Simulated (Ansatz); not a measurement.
## Geometry relaxation of Si$_{2}$H$_{6}$O (part 1 of 2)

System: Si$_{2}$H$_{6}$O.
Method: RKS PBE0-D4/def2-TZVP (Ansatz 0.2.0).

Figures and captions count atoms from 1; the log counts them from 0 in places.

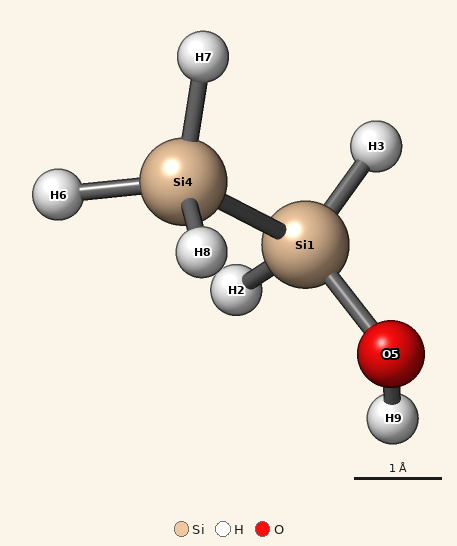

**Figure 1.** The starting structure (ball-and-stick view, seen at a tilt; atoms are numbered from 1 in the order of the input). Bond lengths as drawn: H–O 0.96 Å, H–Si 1.49 to 1.50 Å, O–Si 1.67 Å and Si–Si 2.34 Å.

Input:
```yaml
crystal:
  periodic: [false, false, false]
  atoms:
    - {symbol: Si, position_ang: [-1.291545, -0.043782, 0.320719]}
    - {symbol: H, position_ang: [-2.747322, 0.253579, 0.125650]}
    - {symbol: H, position_ang: [-1.221247, -1.406569, 0.916582]}
    - {symbol: Si, position_ang: [-0.143232, 0.033386, -1.712526]}
    - {symbol: O, position_ang: [-0.728909, 1.101351, 1.397334]}
    - {symbol: H, position_ang: [-1.070504, 0.324211, -2.848726]}
    - {symbol: H, position_ang: [0.512623, -1.268450, -2.005883]}
    - {symbol: H, position_ang: [0.878960, 1.114681, -1.701611]}
    - {symbol: H, position_ang: [-1.418155, 1.616058, 1.818528]}
basis:
  gaussian: {orbitals: def2-TZVP}
hamiltonian: {xc: pbe0, dispersion: d4}
relax: {f_tol: 0.005, max_steps: 200}
```

Run on 8 threads of Intel Xeon, 31 GiB of memory available, shared host.

Run as:
```bash
ansatz run in.yaml --threads 8 --pin off --events-out ev --progress --plain --max-ram 19148MiB
```

Output:
```
Functional definition: PBE0
  name "PBE0"
  cite "Adamo & Barone, J. Chem. Phys. 110, 6158 (1999) doi:10.1063/1.478522"
  cite "Perdew, Burke & Ernzerhof, Phys. Rev. Lett. 77, 3865 (1996) doi:10.1103/PhysRevLett.77.3865"
  parent pbe
  parameter a = 0.25
  parameter kappa = 0.804
  parameter beta = 0.06672455060314922
  exchange = (1 - a)*pbe_x(kappa = kappa, mu = beta*pi^2/3) + a*exact_x
  correlation = pbe_c(beta = beta)
951 factors; their error is unknown
mean field evaluation 1: about -17889.0139 eV, gradient 5.1e1 eV
mean field evaluation 2: about -17880.7667 eV, gradient 8.4e1 eV
mean field evaluation 4: about -17893.1457 eV, gradient 1.4e0 eV
mean field evaluation 8: about -17893.2202 eV, gradient 2.0e-1 eV
mean field -17893.22027232 eV, -657.5637165476 hartree, gradient 5.5e-5 eV, S^2 0.000000; 0 other end points of the search recorded, 0 dependent functions left out
the calculation of the forces begins
reference -17893.22030566 eV, -657.5637177725 hartree; 21, 21 occupied and 120, 120 virtual orbitals, 951 factors
relax step   1: F+E_penalty+E_count = -17893.35441746 eV  Δ(F+E_penalty+E_count) = +0.000e0 eV  max|allowed force component| = 5.047e-1 eV/Å  Δτ_max = 0.0000 Å  (23 SCF iters, accepted)
these checks for a lower state are left out or cut short: starts, cluster_reference, orbital_swaps, neighbouring_geometries, increment
951 factors; their error is unknown
mean field evaluation 16: about -17893.0935 eV, gradient 5.2e0 eV
mean field -17893.23057272 eV, -657.5640950802 hartree, gradient 1.1e-5 eV, S^2 0.000000; 0 other end points of the search recorded, 0 dependent functions left out
[... from here on the field's lines of each further geometry are left out, up to the last ...]
relax step   2: F+E_penalty+E_count = -17893.36575685 eV  Δ(F+E_penalty+E_count) = -1.134e-2 eV  max|allowed force component| = 4.168e-1 eV/Å  Δτ_max = 0.0864 Å  (27 SCF iters, accepted)
relax step   3: F+E_penalty+E_count = -17893.37581236 eV  Δ(F+E_penalty+E_count) = -1.006e-2 eV  max|allowed force component| = 2.310e-1 eV/Å  Δτ_max = 0.0411 Å  (27 SCF iters, accepted)
relax step   4: F+E_penalty+E_count = -17893.38893127 eV  Δ(F+E_penalty+E_count) = -1.312e-2 eV  max|allowed force component| = 3.177e-1 eV/Å  Δτ_max = 0.1690 Å  (33 SCF iters, accepted)
relax step   5: F+E_penalty+E_count = -17893.40124702 eV  Δ(F+E_penalty+E_count) = -1.232e-2 eV  max|allowed force component| = 6.142e-2 eV/Å  Δτ_max = 0.1411 Å  (27 SCF iters, accepted)
relax step   6: F+E_penalty+E_count = -17893.40245366 eV  Δ(F+E_penalty+E_count) = -1.207e-3 eV  max|allowed force component| = 1.017e-2 eV/Å  Δτ_max = 0.0423 Å  (27 SCF iters, accepted)
relax step   7: F+E_penalty+E_count = -17893.39188784 eV  Δ(F+E_penalty+E_count) = +1.057e-2 eV  max|allowed force component| = 8.663e-1 eV/Å  Δτ_max = 0.1969 Å  (27 SCF iters, rejected (line search))
relax step   8: F+E_penalty+E_count = -17893.38561365 eV  Δ(F+E_penalty+E_count) = +1.684e-2 eV  max|allowed force component| = 3.599e-1 eV/Å  Δτ_max = 0.0655 Å  (27 SCF iters, rejected (line search))
relax step   9: F+E_penalty+E_count = -17893.40286139 eV  Δ(F+E_penalty+E_count) = -4.077e-4 eV  max|allowed force component| = 1.135e-1 eV/Å  Δτ_max = 0.0324 Å  (27 SCF iters, accepted)
relax step  10: F+E_penalty+E_count = -17893.40436736 eV  Δ(F+E_penalty+E_count) = -1.506e-3 eV  max|allowed force component| = 1.258e-1 eV/Å  Δτ_max = 0.0992 Å  (27 SCF iters, accepted)
relax step  11: F+E_penalty+E_count = -17893.40580869 eV  Δ(F+E_penalty+E_count) = -1.441e-3 eV  max|allowed force component| = 2.144e-1 eV/Å  Δτ_max = 0.0873 Å  (27 SCF iters, accepted)
relax step  12: F+E_penalty+E_count = -17893.41047297 eV  Δ(F+E_penalty+E_count) = -4.664e-3 eV  max|allowed force component| = 1.479e-1 eV/Å  Δτ_max = 0.0366 Å  (27 SCF iters, accepted)
relax step  13: F+E_penalty+E_count = -17893.41860392 eV  Δ(F+E_penalty+E_count) = -8.131e-3 eV  max|allowed force component| = 2.828e-1 eV/Å  Δτ_max = 0.1951 Å  (27 SCF iters, accepted)
relax step  14: F+E_penalty+E_count = -17893.42578634 eV  Δ(F+E_penalty+E_count) = -7.182e-3 eV  max|allowed force component| = 2.530e-1 eV/Å  Δτ_max = 0.0999 Å  (28 SCF iters, accepted)
relax step  15: F+E_penalty+E_count = -17893.43898749 eV  Δ(F+E_penalty+E_count) = -1.320e-2 eV  max|allowed force component| = 1.297e-2 eV/Å  Δτ_max = 0.1042 Å  (27 SCF iters, accepted)
relax step  16: F+E_penalty+E_count = -17893.42958825 eV  Δ(F+E_penalty+E_count) = +9.399e-3 eV  max|allowed force component| = 4.373e-1 eV/Å  Δτ_max = 0.0948 Å  (27 SCF iters, rejected (line search))
relax step  17: F+E_penalty+E_count = -17893.44100621 eV  Δ(F+E_penalty+E_count) = -2.019e-3 eV  max|allowed force component| = 6.886e-3 eV/Å  Δτ_max = 0.0473 Å  (27 SCF iters, accepted)
relax step  18: F+E_penalty+E_count = -17893.44313424 eV  Δ(F+E_penalty+E_count) = -2.128e-3 eV  max|allowed force component| = 5.053e-2 eV/Å  Δτ_max = 0.0987 Å  (27 SCF iters, accepted)
relax step  19: F+E_penalty+E_count = -17893.44352167 eV  Δ(F+E_penalty+E_count) = -3.874e-4 eV  max|allowed force component| = 4.401e-2 eV/Å  Δτ_max = 0.0424 Å  (27 SCF iters, accepted)
relax step  20: F+E_penalty+E_count = -17893.44355484 eV  Δ(F+E_penalty+E_count) = -3.317e-5 eV  max|allowed force component| = 1.279e-2 eV/Å  Δτ_max = 0.0099 Å  (29 SCF iters, accepted)
the calculation of the forces begins
reference -17893.30847404 eV, -657.5669579009 hartree; 21, 21 occupied and 120, 120 virtual orbitals, 951 factors
relax step  21: F+E_penalty+E_count = -17893.44369696 eV  Δ(F+E_penalty+E_count) = -1.421e-4 eV  max|allowed force component| = 2.886e-3 eV/Å  Δτ_max = 0.0087 Å  (28 SCF iters, accepted)
951 factors; their error is unknown
mean field evaluation 160: about -17881.1457 eV, gradient 8.3e1 eV
```

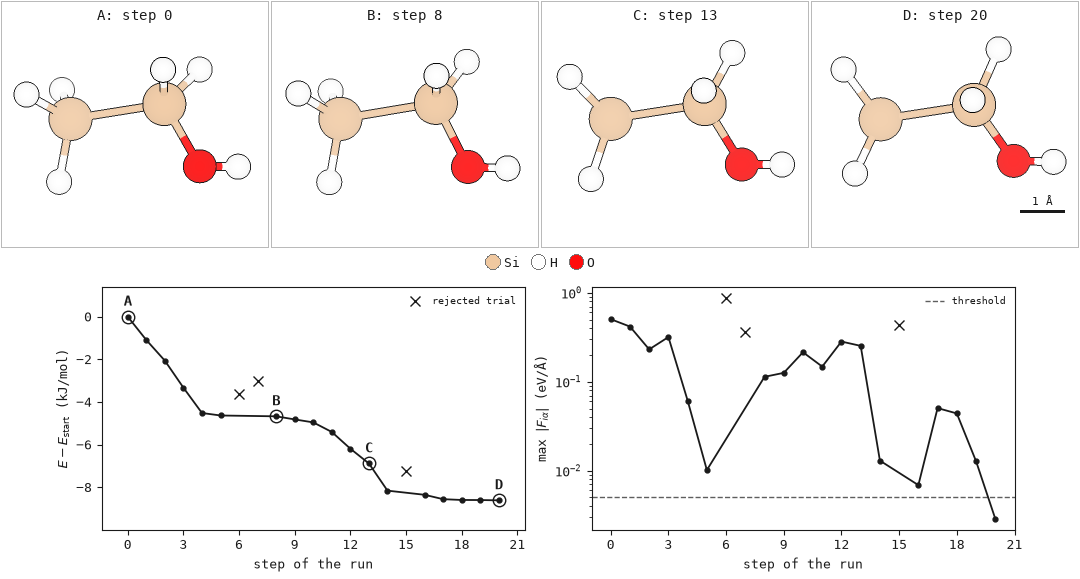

**Figure 2.** Frames of the relaxation (ball-and-stick view, seen at a tilt) above the curves, on which the letters mark them (the first geometry is step 0 here and step 1 in the log).

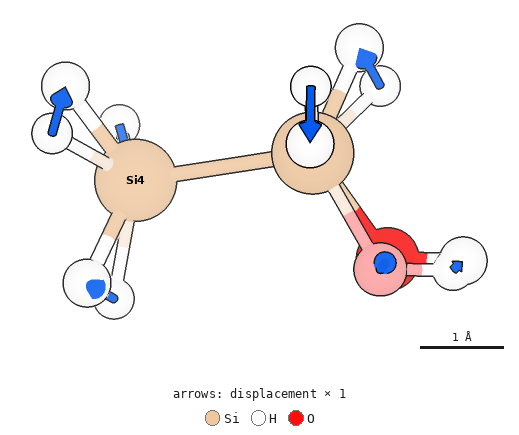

**Figure 3.** Start (faint) and end (solid) with the displacements as blue arrows, at true length (ball-and-stick view, seen at a tilt). The two geometries are laid on each other by the best rigid fit. The atom that moves furthest after the best rigid fit is H8 (0.82 Å). Largest moves by element: H 0.82 Å, O 0.70 Å, Si 0.03 Å. Among the contacts that change: Si1–O5 1.669 → 1.654 Å, Si1–H2 1.499 → 1.493 Å. Among the angles that change: H2–Si1–O5 106.0° → 111.2°, Si4–Si1–O5 111.9° → 107.0°, Si1–O5–H9 114.2° → 117.6°. After 20 geometry steps the energy has fallen by 8.61 kJ/mol. Largest force component: 0.5 eV/Å at the start, 0.0029 eV/Å at the end. The line search rejected the trial steps at points 6, 7, 15 (counted from 0) and went back. (Atoms are counted from 1 in the order of the input.)

```
mean field -17893.30844065 eV, -657.5669566736 hartree, gradient 4.5e-5 eV, S^2 0.000000; 1 other end points of the search recorded, 0 dependent functions left out
the calculation of the forces begins
reference -17893.30847404 eV, -657.5669579009 hartree; 21, 21 occupied and 120, 120 virtual orbitals, 951 factors
Total energy: -17893.44373035 eV, -657.5719284787 hartree
Atom 0 at    -1.267831    -0.039210     0.331743 Å, force    -0.000713     0.001165     0.002886 eV/Å
Atom 1 at    -2.684661    -0.464789     0.132383 Å, force    -0.000129     0.000285    -0.000171 eV/Å
Atom 2 at    -0.639846    -1.054819     1.227552 Å, force     0.000384    -0.000564    -0.000625 eV/Å
Atom 3 at    -0.145834     0.047379    -1.717436 Å, force     0.000056     0.000088    -0.000098 eV/Å
Atom 4 at    -1.185286     1.473909     0.994075 Å, force     0.000601    -0.001037    -0.000653 eV/Å
Atom 5 at    -0.787615     1.028907    -2.632024 Å, force     0.000217    -0.000247     0.000387 eV/Å
Atom 6 at    -0.201158    -1.299738    -2.349509 Å, force     0.000362     0.000017    -0.000574 eV/Å
Atom 7 at     1.279828     0.424823    -1.525660 Å, force    -0.000525     0.000222    -0.000001 eV/Å
Atom 8 at    -1.596929     1.608003     1.848942 Å, force    -0.000251     0.000071    -0.001151 eV/Å
Dipole moment:    -0.137577    -0.042872     0.238297 e Å
```

Trajectory as extended XYZ (Å, eV, eV/Å), 21 frames, from step=1 to step=21:
```
9
Properties=species:S:1:pos:R:3:forces:R:3 step=1 energy=-17893.35442
Si   -1.2915   -0.0438    0.3207   -0.3811   0.3366   0.5047
H    -2.7473    0.2536    0.1257    0.0759  -0.0904  -0.1328
H    -1.2212   -1.4066    0.9166    0.0922  -0.0111  -0.0044
Si   -0.1432    0.0334   -1.7125    0.0746   0.1168  -0.3230
O    -0.7289    1.1014    1.3973    0.0448  -0.2701  -0.3136
H    -1.0705    0.3242   -2.8487   -0.0083  -0.0338   0.1369
H     0.5126   -1.2685   -2.0059    0.0382  -0.0097   0.0415
H     0.8790    1.1147   -1.7016    0.0314  -0.0431   0.0519
H    -1.4182    1.6161    1.8185    0.0321   0.0048   0.0389
9
Properties=species:S:1:pos:R:3:forces:R:3 step=2 energy=-17893.36576
Si   -1.3521   -0.0553    0.3139    0.3522   0.2382   0.0791
H    -2.8031    0.2311    0.0941    0.0609  -0.0465   0.0250
H    -1.2161   -1.4143    0.9124   -0.0903   0.0343   0.0366
Si   -0.1418    0.0468   -1.6995   -0.1201  -0.0449  -0.0481
O    -0.6936    1.1030    1.3185   -0.4168  -0.1134  -0.0690
H    -1.1002    0.3251   -2.8074    0.0876  -0.0097  -0.0403
H     0.5373   -1.2495   -1.9688   -0.0053   0.0005  -0.0345
H     0.8847    1.1236   -1.6607   -0.0448  -0.0065   0.0253
H    -1.3445    1.6140    1.8076    0.1766  -0.0520   0.0259
9
Properties=species:S:1:pos:R:3:forces:R:3 step=3 energy=-17893.37581
Si   -1.3316   -0.0428    0.3162    0.1315   0.2051   0.1592
H    -2.7827    0.2364    0.0954    0.0296  -0.0330  -0.0138
H    -1.2185   -1.4001    0.9208   -0.0229   0.0103   0.0150
Si   -0.1448    0.0398   -1.7125   -0.0380   0.0006  -0.0411
O    -0.7073    1.1121    1.3441   -0.2310  -0.1575  -0.1783
H    -1.0869    0.3179   -2.8337    0.0340  -0.0044   0.0106
H     0.5308   -1.2574   -1.9862    0.0007   0.0012   0.0003
H     0.8797    1.1173   -1.6727   -0.0080  -0.0047   0.0098
H    -1.3681    1.6012    1.8388    0.1041  -0.0176   0.0381
9
Properties=species:S:1:pos:R:3:forces:R:3 step=4 energy=-17893.38893
Si   -1.3463   -0.0124    0.3007   -0.1248  -0.3177  -0.2766
H    -2.8023    0.2216    0.0607    0.0139  -0.0258  -0.0100
H    -1.2218   -1.3444    0.9616   -0.0201  -0.0091  -0.0192
Si   -0.1461    0.0391   -1.7199   -0.0322  -0.0228  -0.0039
O    -0.7367    1.1750    1.2553    0.2215   0.2430   0.0507
H    -1.0706    0.3049   -2.8564    0.0145  -0.0001   0.0004
H     0.5309   -1.2628   -1.9677    0.0058   0.0083  -0.0032
H     0.8759    1.1178   -1.6730    0.0086  -0.0042  -0.0005
H    -1.3123    1.4858    1.9488   -0.0872   0.1285   0.2623
9
Properties=species:S:1:pos:R:3:forces:R:3 step=5 energy=-17893.40125
Si   -1.3706    0.0043    0.2819   -0.0276  -0.0093   0.0235
H    -2.8309    0.1916    0.0216    0.0423  -0.0186   0.0094
H    -1.2217   -1.3096    0.9784   -0.0134   0.0339  -0.0187
Si   -0.1507    0.0372   -1.7248    0.0032   0.0107   0.0039
O    -0.7783    1.2399    1.2106    0.0009  -0.0238  -0.0614
H    -1.0547    0.2941   -2.8782    0.0001   0.0016  -0.0043
H     0.5328   -1.2648   -1.9510   -0.0021  -0.0032   0.0035
H     0.8719    1.1148   -1.6661    0.0073  -0.0020  -0.0086
H    -1.2271    1.4169    2.0377   -0.0107   0.0106   0.0527
```
